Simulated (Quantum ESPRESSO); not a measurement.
# KCaF3 (Pm-3m): third-order response, part 2 of 2

Which lines does KCaF3 (Pm-3m) show in Raman and infrared spectra?

Quantum ESPRESSO 8.0 development, patched; DFT LDA, scalar-relativistic, plane waves, PseudoDojo norm-conserving pseudopotentials.

So far. Step 2 (A first look): A gap of 5.8 eV opens on this mesh, so the crystal is taken as an insulator; the start stands at -5.4 GPa. Step 4 (Ground state): The cell stands at -0.01 GPa, close enough for phonons. The relaxed cell has a = 4.317 Å (conventional setting).

## 5. Zone-centre response

At q = 0 one unit cell holds all displacements; symmetry groups them into irreducible representations that are solved one by one. The response to a field gives ε∞ and the Born charges, which polar modes need. Third-order response adds the Raman tensors.

ph.in

```
phonons
&inputph
   prefix = 'x'
   outdir = './tmp'
   fildyn = 'g.dyn'
   tr2_ph = 1.0d-18
   epsil = .true.
   lraman = .true.
   elop = .true.
/
0.000000000000 0.000000000000 0.000000000000
```

Run with:

```
$ OMP_NUM_THREADS=1 mpirun -n 4 ph.x -nk 4 -in ph.in > ph.out
```

Log:

```text
[banners, grids, parts of the stress and lines that vanish by symmetry left out]
[banner, memory and clock lines left out]
Program PHONON v.8.0dev

[...]
(   1q-points):
[...]
Exchange-correlation= PW
                           (   1   4   0   0   0   0   0)
[...]
kinetic-energy cut-off    =      84.0000  Ry
     charge density cut-off    =     336.0000  Ry
     convergence threshold     =      1.0E-18
[...]
Exchange-correlation= PW
                           (   1   4   0   0   0   0   0)
[...]
q = (   0.0000000   0.0000000   0.0000000 )
     49 Sym.Ops. (with q -> -q+G )
     G cutoff =  566.3924  (  56619 G-vectors)     FFT grid: ( 48, 48, 48)
     number of k points=    20
[...]
Mode symmetry, O_h (m-3m)  point group:
[...]
Dielectric constant
[...]
End of electric fields calculation
          Dielectric constant in cartesian axis
          (       2.135524656       0.000000000       0.000000000 )
          (       0.000000000       2.135524656       0.000000000 )
          (       0.000000000       0.000000000       2.135524656 )
          Effective charges (d Force / dE) in cartesian axis without acoustic sum rule applied (asr)
           atom    1  K     Mean Z*:        1.18686
      Ex  (        1.18686        0.00000        0.00000 )
      Ey  (        0.00000        1.18686        0.00000 )
      Ez  (        0.00000        0.00000        1.18686 )
           atom    2  Ca    Mean Z*:        2.34614
      Ex  (        2.34614        0.00000        0.00000 )
      Ey  (        0.00000        2.34614        0.00000 )
      Ez  (        0.00000        0.00000        2.34614 )
           atom    3  F     Mean Z*:       -1.17762
      Ex  (       -0.91155        0.00000        0.00000 )
      Ey  (        0.00000       -1.70977        0.00000 )
      Ez  (        0.00000        0.00000       -0.91155 )
           atom    4  F     Mean Z*:       -1.17762
      Ex  (       -0.91155        0.00000        0.00000 )
      Ey  (        0.00000       -0.91155        0.00000 )
      Ez  (        0.00000        0.00000       -1.70977 )
           atom    5  F     Mean Z*:       -1.17762
      Ex  (       -1.70977        0.00000        0.00000 )
      Ey  (        0.00000       -0.91155        0.00000 )
      Ez  (        0.00000        0.00000       -0.91155 )
          Effective charges Sum: Mean:        0.00013
[...]
Effective charges (d Force / dE) in cartesian axis with asr applied:
           atom    1  K     Mean Z*:        1.18683
[...]
atom    2  Ca    Mean Z*:        2.34611
[...]
atom    3  F     Mean Z*:       -1.17765
[...]
atom    4  F     Mean Z*:       -1.17765
[...]
atom    5  F     Mean Z*:       -1.17765
[...]
Dielectric constant from finite-differences
          (       2.135530250       0.000000000       0.000000000 )
          (       0.000000000       2.135530250       0.000000000 )
          (       0.000000000       0.000000000       2.135530250 )
[...]
(       0.000000000       0.000000000       0.000000000 )
          (       0.000000000       0.000000000       0.000000000 )
          (       0.000000000       0.000000000       0.000000000 )
          (       0.000000000       0.000000000      -0.000000000 )
          (       0.000000000       0.000000000       0.000000000 )
          (      -0.000000000       0.000000000       0.000000000 )
          (       0.000000000       0.000000000       0.000000000 )
          (      -0.000000000       0.000000000       0.000000000 )
[...]
(       0.000000000       0.000000000       0.000000000 )
          (       0.000000000       0.000000000       0.000000000 )
          (       0.000000000       0.000000000       0.000000000 )
          (       0.000000000       0.000000000       0.000000000 )
          (       0.000000000       0.000000000       0.000000000 )
[...]
Representation #   1 modes #   1   2   3
[...]
End of self-consistent calculation
     Convergence has been achieved
     Representation #   2 modes #   4   5   6
[...]
End of self-consistent calculation
     Convergence has been achieved
     Representation #   3 modes #   7   8   9
[...]
End of self-consistent calculation
     Convergence has been achieved
     Representation #   4 modes #  10  11  12
[...]
End of self-consistent calculation
     Convergence has been achieved
     Representation #   5 modes #  13  14  15
[...]
End of self-consistent calculation
     Convergence has been achieved
[...]
Dielectric constant in cartesian axis
          (       2.135524656       0.000000000       0.000000000 )
          (       0.000000000       2.135524656       0.000000000 )
          (       0.000000000       0.000000000       2.135524656 )
          Effective charges (d Force / dE) in cartesian axis without acoustic sum rule applied (asr)
           atom    1  K     Mean Z*:        1.18686
      Ex  (        1.18686        0.00000        0.00000 )
      Ey  (        0.00000        1.18686        0.00000 )
      Ez  (        0.00000        0.00000        1.18686 )
           atom    2  Ca    Mean Z*:        2.34614
      Ex  (        2.34614        0.00000        0.00000 )
      Ey  (        0.00000        2.34614        0.00000 )
      Ez  (        0.00000        0.00000        2.34614 )
           atom    3  F     Mean Z*:       -1.17762
      Ex  (       -0.91155        0.00000        0.00000 )
      Ey  (        0.00000       -1.70977        0.00000 )
      Ez  (        0.00000        0.00000       -0.91155 )
           atom    4  F     Mean Z*:       -1.17762
      Ex  (       -0.91155        0.00000        0.00000 )
      Ey  (        0.00000       -0.91155        0.00000 )
      Ez  (        0.00000        0.00000       -1.70977 )
           atom    5  F     Mean Z*:       -1.17762
      Ex  (       -1.70977        0.00000        0.00000 )
      Ey  (        0.00000       -0.91155        0.00000 )
      Ez  (        0.00000        0.00000       -0.91155 )
          Effective charges Sum: Mean:        0.00013
[...]
Effective charges (d Force / dE) in cartesian axis with asr applied:
           atom    1  K     Mean Z*:        1.18683
[...]
atom    2  Ca    Mean Z*:        2.34611
[...]
atom    3  F     Mean Z*:       -1.17765
[...]
atom    4  F     Mean Z*:       -1.17765
[...]
atom    5  F     Mean Z*:       -1.17765
[...]
q = (    0.000000000   0.000000000   0.000000000 )
[...]
freq (    1) =      -1.960477 [THz] =     -65.394466 [cm-1]
     freq (    2) =      -1.960477 [THz] =     -65.394466 [cm-1]
     freq (    3) =      -1.960477 [THz] =     -65.394466 [cm-1]
     freq (    4) =      -0.360087 [THz] =     -12.011209 [cm-1]
     freq (    5) =      -0.360087 [THz] =     -12.011209 [cm-1]
     freq (    6) =      -0.360087 [THz] =     -12.011209 [cm-1]
     freq (    7) =      -0.040623 [THz] =      -1.355023 [cm-1]
     freq (    8) =      -0.040623 [THz] =      -1.355023 [cm-1]
     freq (    9) =      -0.040623 [THz] =      -1.355023 [cm-1]
     freq (   10) =       5.223676 [THz] =     174.243088 [cm-1]
     freq (   11) =       5.223676 [THz] =     174.243088 [cm-1]
     freq (   12) =       5.223676 [THz] =     174.243088 [cm-1]
     freq (   13) =      14.169115 [THz] =     472.630790 [cm-1]
     freq (   14) =      14.169115 [THz] =     472.630790 [cm-1]
     freq (   15) =      14.169115 [THz] =     472.630790 [cm-1]
[...]
Mode symmetry, O_h (m-3m)  point group:
     freq (   1-   3) =        -65.4  [cm-1]   --> T_1u G_15  G_4- I
     freq (   4-   6) =        -12.0  [cm-1]   --> T_2u G_25  G_5-
     freq (   7-   9) =         -1.4  [cm-1]   --> T_1u G_15  G_4- I
     freq (  10-  12) =        174.2  [cm-1]   --> T_1u G_15  G_4- I
     freq (  13-  15) =        472.6  [cm-1]   --> T_1u G_15  G_4- I
```

The job ended after 9.7 min (4 MPI ranks of AMD EPYC 9R45 (Zen 5), shared host).

This step gave:

```yaml
miss_of_the_charge_sum_rule: 1.30e-4 e
largest_acoustic_frequency_at_the_zone_centre_before_the_sum_rule: -1.36 cm⁻¹
highest_optical_zone_centre_mode_no_lo_to_term: 472.6 cm⁻¹
lowest_optical_zone_centre_mode: -65.39 cm⁻¹
mean_high_frequency_dielectric_constant: 2.135
largest_born_charge_in_size_third_of_the_trace: 2.346 e
```

Born charge (rows field, columns displacement), before the sum rule (e), principal values of the symmetric part by kind of site:

```
atom  atoms with these values    low  middle   high   mean
  K1                        1   1.19    1.19   1.19   1.19
 Ca2                        1   2.35    2.35   2.35   2.35
  F3                        3  -1.71   -0.91  -0.91  -1.18
```

In full for K1:

```
1.19 0.00 0.00
0.00 1.19 0.00
0.00 0.00 1.19
```

High-frequency dielectric tensor:

```
2.14 0.00 0.00
0.00 2.14 0.00
0.00 0.00 2.14
```

The acoustic modes at Γ come out as far as 1.4 cm⁻¹ from zero, where they should vanish, a small numerical error; the Born charges miss their sum rule by 1.3e-4 e, which is good. The lowest optical mode is imaginary, 65i cm⁻¹, an instability at this level and on this k mesh.

## 6. Modes with the sum rule

A rigid shift of the crystal must cost nothing, but grids and finite bases break this; the acoustic sum rule is imposed before the matrix is diagonalised again. With Born charges the intensities follow; a static dielectric tensor has no meaning with imaginary modes.

dynmat.in

```
&input
   fildyn = 'g.dyn'
   asr = 'simple'
   fileig = 'dynmat.eig'
   lperm = .true.
/
```

Run with:

```
$ dynmat.x -in dynmat.in > dynmat.out
```

Log:

```text
[banner, memory and clock lines left out]
Program DYNMAT v.8.0dev

     Reading Dynamical Matrix from file g.dyn
     ...Force constants read
     ...epsilon and Z* read
     ...Raman cross sections read
     A direction for q was not specified:TO-LO splitting will be absent

     Polarizability (A^3 units)
     multiply by 0.725422 for Clausius-Mossotti correction (not under assume_isolated = 'mt')
         7.269372    0.000000    0.000000
         0.000000    7.269372    0.000000
         0.000000    0.000000    7.269372

     IR activities are in (D/A)^2/amu units

# mode   [cm-1]    [THz]      IR
    1    -65.38   -1.9600    2.6870
    2    -65.38   -1.9600    2.6870
    3    -65.38   -1.9600    2.6870
    4    -11.92   -0.3573    0.0000
    5    -11.92   -0.3573    0.0000
    6    -11.92   -0.3573    0.0000
    7     -0.00   -0.0000    0.0000
    8     -0.00   -0.0000    0.0000
    9      0.00    0.0000    0.0000
   10    174.25    5.2238    0.8971
   11    174.25    5.2238    0.8971
   12    174.25    5.2238    0.8971
   13    472.63   14.1691    5.9839
   14    472.63   14.1691    5.9839
   15    472.63   14.1691    5.9839

Electronic dielectric permittivity tensor (relative, adimensional)
         2.135525    0.000000    0.000000
         0.000000    2.135525    0.000000
         0.000000    0.000000    2.135525

 ... with zone-center polar mode contributions
         3.629073    0.000000   -0.000000
         0.000000    3.629073   -0.000000
        -0.000000   -0.000000    3.629073

[end of the log left out, with the tail of the file of modes that dynmat.x writes under the same name]
```

It took 0.56 s on 1 thread.

Numbers from this step:

```
lowest optical zone-centre mode : -65.38 cm⁻¹
```

Unit eigenvectors of the mass-weighted matrix after the sum rule; no LO-TO term. The modes at Γ (shares of kinetic energy by element, %) (negative means imaginary):

```
mode  frequency (cm⁻¹)  K %  Ca %  F %
   1             -65.4   58     1   41
   2             -65.4   58     1   41
   3             -65.4   58     1   41
   4             -11.9    0     0  100
   5             -11.9    0     0  100
   6             -11.9    0     0  100
   7               0.0   29    29   42
   8               0.0   29    29   42
   9               0.0   29    29   42
  10             174.2   13    43   45
  11             174.2   13    43   45
  12             174.2   13    43   45
  13             472.6    0    28   72
  14             472.6    0    28   72
  15             472.6    0    28   72
```

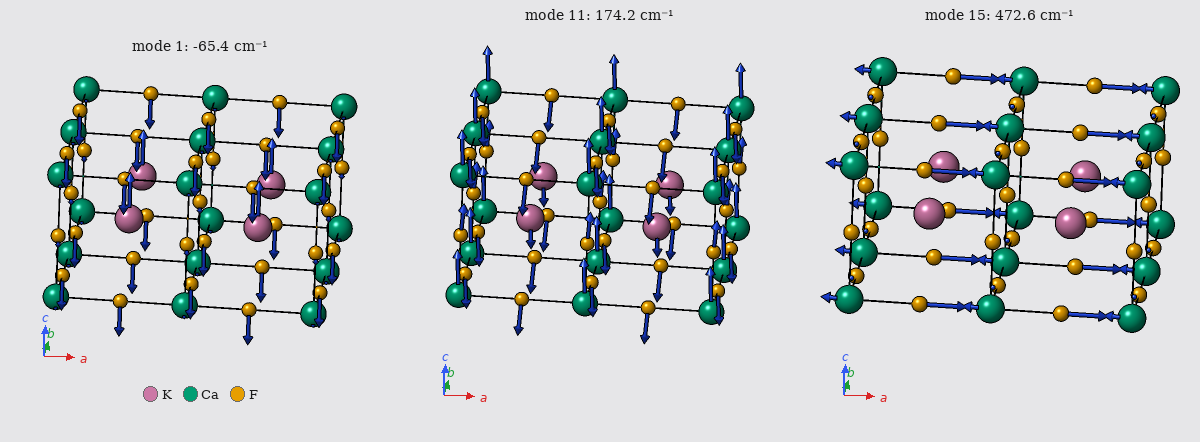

Displacement patterns of modes 1, 11 and 15 at Γ; arrows are exaggerated. 2×2×1 cells are drawn. Some periodic images of atoms are drawn too.

Degenerate modes summed, no LO-TO term; imaginary modes left out. Lines of the infrared spectrum (strongest = 100):

```
position (cm⁻¹)  lines merged  IR intensity, relative
            174             3                      15
            473             3                     100
```

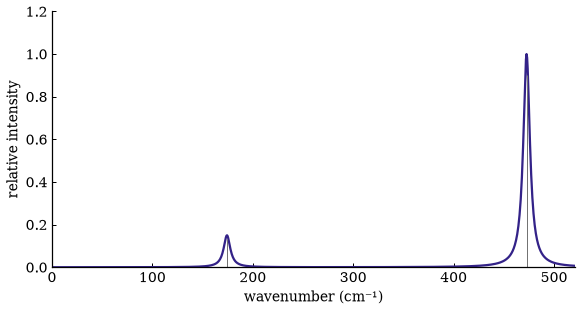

The infrared spectrum, broadened with Lorentzians of width 8 cm⁻¹; bars mark the lines.

The rule moves no optical mode by more than 0.1 cm⁻¹.

## 7. Sum rules set otherwise (asr no)

Without the rule the raw error of the acoustic modes shows.

dynmat.in

```
&input
   fildyn = 'g.dyn'
   asr = 'no'
   fileig = 'dynmat.eig'
   lperm = .true.
/
```

Run with:

```
$ dynmat.x -in dynmat.in > dynmat.out
```

Log:

```text
[banner, memory and clock lines left out]
Program DYNMAT v.8.0dev

     Reading Dynamical Matrix from file g.dyn
     ...Force constants read
     ...epsilon and Z* read
     ...Raman cross sections read
     A direction for q was not specified:TO-LO splitting will be absent

     Polarizability (A^3 units)
     multiply by 0.725422 for Clausius-Mossotti correction (not under assume_isolated = 'mt')
         7.269372    0.000000    0.000000
         0.000000    7.269372    0.000000
         0.000000    0.000000    7.269372

     IR activities are in (D/A)^2/amu units

# mode   [cm-1]    [THz]      IR
    1    -65.39   -1.9605    2.6869
    2    -65.39   -1.9605    2.6869
    3    -65.39   -1.9605    2.6869
    4    -12.01   -0.3601    0.0000
    5    -12.01   -0.3601    0.0000
    6    -12.01   -0.3601    0.0000
    7     -1.36   -0.0406    0.0000
    8     -1.36   -0.0406    0.0000
    9     -1.36   -0.0406    0.0000
   10    174.24    5.2237    0.8971
   11    174.24    5.2237    0.8971
   12    174.24    5.2237    0.8971
   13    472.63   14.1691    5.9839
   14    472.63   14.1691    5.9839
   15    472.63   14.1691    5.9839

Electronic dielectric permittivity tensor (relative, adimensional)
         2.135525    0.000000    0.000000
         0.000000    2.135525    0.000000
         0.000000    0.000000    2.135525

 ... with zone-center polar mode contributions
         3.629108    0.000000    0.000000
         0.000000    3.629108    0.000000
         0.000000    0.000000    3.629108

[end of the log left out, with the tail of the file of modes that dynmat.x writes under the same name]
```

It took 0.56 s on 1 thread.

Numbers from this step:

| Property | Result |
| --- | --- |
| lowest optical zone-centre mode | -65.39 cm⁻¹ |

Zone-centre frequencies as printed; negative means imaginary. Modes:

```
mode  frequency (cm⁻¹)
   1            -65.39
   2            -65.39
   3            -65.39
   4            -12.01
   5            -12.01
   6            -12.01
   7             -1.36
   8             -1.36
   9             -1.36
  10             174.2
  11             174.2
  12             174.2
  13             472.6
  14             472.6
  15             472.6
```

Against the first rule no mode moves by more than 1.4 cm⁻¹.

## 8. Sum rules set otherwise (asr crystal)

The rule can be imposed in more than one way; the choices should agree where the raw error is small.

dynmat.in

```
&input
   fildyn = 'g.dyn'
   asr = 'crystal'
   fileig = 'dynmat.eig'
   lperm = .true.
/
```

Run with:

```
$ dynmat.x -in dynmat.in > dynmat.out
```

Log:

```text
[banner, memory and clock lines left out]
Program DYNMAT v.8.0dev

     Reading Dynamical Matrix from file g.dyn
     ...Force constants read
     ...epsilon and Z* read
     ...Raman cross sections read
     Acoustic Sum Rule: || Z*(ASR) - Z*(orig)|| =    1.019483E-04
     Acoustic Sum Rule: ||dyn(ASR) - dyn(orig)||=    8.679300E-06
     A direction for q was not specified:TO-LO splitting will be absent

     Polarizability (A^3 units)
     multiply by 0.725422 for Clausius-Mossotti correction (not under assume_isolated = 'mt')
         7.269372    0.000000    0.000000
         0.000000    7.269372    0.000000
         0.000000    0.000000    7.269372

     IR activities are in (D/A)^2/amu units

# mode   [cm-1]    [THz]      IR
    1    -65.40   -1.9605    2.6870
    2    -65.40   -1.9605    2.6870
    3    -65.40   -1.9605    2.6870
    4    -12.01   -0.3601    0.0000
    5    -12.01   -0.3601    0.0000
    6    -12.01   -0.3601    0.0000
    7     -0.00   -0.0000    0.0000
    8      0.00    0.0000    0.0000
    9      0.00    0.0000    0.0000
   10    174.24    5.2237    0.8971
   11    174.24    5.2237    0.8971
   12    174.24    5.2237    0.8971
   13    472.63   14.1691    5.9839
   14    472.63   14.1691    5.9839
   15    472.63   14.1691    5.9839

Electronic dielectric permittivity tensor (relative, adimensional)
         2.135525    0.000000    0.000000
         0.000000    2.135525    0.000000
         0.000000    0.000000    2.135525

 ... with zone-center polar mode contributions
         3.629128    0.000000   -0.000000
         0.000000    3.629128   -0.000000
        -0.000000   -0.000000    3.629128

[end of the log left out, with the tail of the file of modes that dynmat.x writes under the same name]
```

It took 0.55 s on 1 thread.

This step gave:

```yaml
lowest_optical_zone_centre_mode: -65.4 cm⁻¹
```

Zone-centre frequencies as printed; negative means imaginary. Modes:

```
mode  frequency (cm⁻¹)
   1             -65.4
   2             -65.4
   3             -65.4
   4            -12.01
   5            -12.01
   6            -12.01
   7                 0
   8                 0
   9                 0
  10             174.2
  11             174.2
  12             174.2
  13             472.6
  14             472.6
  15             472.6
```

Against the first rule no mode moves by more than 0.1 cm⁻¹.

## 9. The LO-TO splitting (1 0 0)

A longitudinal polar mode sets up a macroscopic field that stiffens it; the term hangs on the direction from which q goes to zero.

dynmat.in

```
&input
   fildyn = 'g.dyn'
   asr = 'simple'
   fileig = 'dynmat.eig'
   q(1) = 1.0
   q(2) = 0.0
   q(3) = 0.0
/
```

Run with:

```
$ dynmat.x -in dynmat.in > dynmat.out
```

Log:

```text
[banner, memory and clock lines left out]
Program DYNMAT v.8.0dev

     Reading Dynamical Matrix from file g.dyn
     ...Force constants read
     ...epsilon and Z* read
     ...Raman cross sections read

     Polarizability (A^3 units)
     multiply by 0.725422 for Clausius-Mossotti correction (not under assume_isolated = 'mt')
         7.269372    0.000000    0.000000
         0.000000    7.269372    0.000000
         0.000000    0.000000    7.269372

     IR activities are in (D/A)^2/amu units

# mode   [cm-1]    [THz]      IR
    1    -65.38   -1.9600    2.6870
    2    -65.38   -1.9600    2.6870
    3    -11.92   -0.3573    0.0000
    4    -11.92   -0.3573    0.0000
    5    -11.92   -0.3573    0.0000
    6     -0.00   -0.0000    0.0000
    7     -0.00   -0.0000    0.0000
    8      0.00    0.0000    0.0000
    9    112.17    3.3629    0.5221
   10    174.25    5.2238    0.8971
   11    174.25    5.2238    0.8971
   12    212.89    6.3821    1.2263
   13    472.63   14.1691    5.9839
   14    472.63   14.1691    5.9839
   15    557.09   16.7012    7.8197

[end of the log left out, with the tail of the file of modes that dynmat.x writes under the same name]
```

It took 0.55 s on 1 thread.

Read from the output:

```
highest mode moved by the LO-TO term : 557.1 cm⁻¹
```

Zone-centre frequencies as printed; negative means imaginary. Modes:

```
mode  frequency (cm⁻¹)
   1            -65.38
   2            -65.38
   3            -11.92
   4            -11.92
   5            -11.92
   6                 0
   7                 0
   8                 0
   9             112.2
  10             174.2
  11             174.2
  12             212.9
  13             472.6
  14             472.6
  15             557.1
```

The field moves 3 modes; the highest of them now lies at 557 cm⁻¹, where the highest that moved away lay at 473.

## 10. What came out

- space group after relaxation: Pm-3m
- volume per atom: 16.1 Å³
- gap on the k-mesh: 6.34 eV
- highest optical zone-centre mode (no LO-TO term): 472.6 cm⁻¹
- lowest optical zone-centre mode: -65.4 cm⁻¹
- highest mode moved by the LO-TO term: 557.1 cm⁻¹
- mean high-frequency dielectric constant: 2.14
- largest Born charge in size (third of the trace): 2.35 e
- imaginary optical modes at the zone centre (no q mesh in this session): yes

In words: No mode is Raman active in this structure; the strongest infrared line lies at 473 cm⁻¹. At the LDA level the optical modes of KCaF3 (Pm-3m) at the zone centre (no LO-TO term) run from 65i to 473 cm⁻¹, so the structure is a saddle point, with 6 modes beyond 10i cm⁻¹ there. Along the directions run, the highest mode that the macroscopic field moves lies at 557 cm⁻¹. Of the 12 optical modes, 9 are infrared active alone and 3 are silent. These are harmonic frequencies at zero temperature: anharmonic shifts and linewidths and thermal expansion are left out. The build is a development version in which the Raman tensors of release 7.5 are mended; dynmat.x leaves out the electro-optic term of LO lines. The structure comes from a database and need not be the phase that is stable at ambient conditions.

[Host names and launcher messages were left out of these logs when they were recorded.]

[Logs are printed without paths, hosts, clocks, repeated set-up lines and the standing remarks that a program may print on its own settings, such as how far it seeks lower states.]

[Hosts, paths, dates, database ids (printed as entryN), source tags and the programs' standing remarks are cut or masked in the printed files.]
